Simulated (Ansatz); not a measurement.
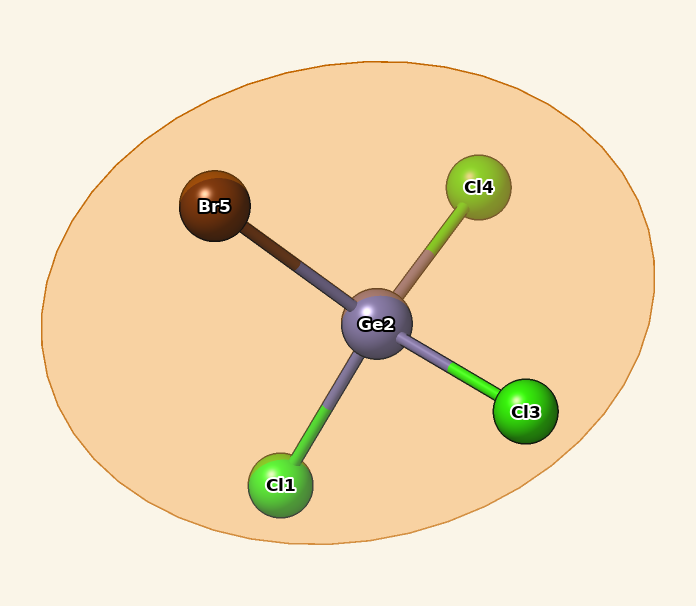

A disc through the centre of mass is drawn in. Depth is shown by fading: the farther an atom, the more it takes the colour of the background. The geometry was computed by an optimisation with PBE-D4/def2-SVP. No frequency run is at hand to confirm it as a minimum.

> Is the plane of the disc a mirror plane of the structure?

Yes. The reflection leaves Cl1, Ge2, Br5 in place and moves Cl3 ↔ Cl4. The point group is C3v.
